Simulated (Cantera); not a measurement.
Input: 1 mol Al, 0.4 mol Cl2, 0.32 mol N2, 3.1 mol HCl, at 100000 Pa.

Method: chemical equilibrium by Gibbs-energy minimisation in Cantera with the NASA 1993 tables (ideal gas, pure condensed phases). Candidate condensed phases: Al, AlCl3, AlN, NH4Cl; 20 gas species. Kinetics and transport are ignored.

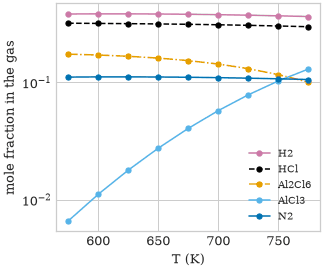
Figure. Equilibrium gas composition (values under 1e-9 drawn at 1e-9)

From 575 K to 775 K nothing is condensed. The main Al-bearing gas is Al2Cl6 throughout.
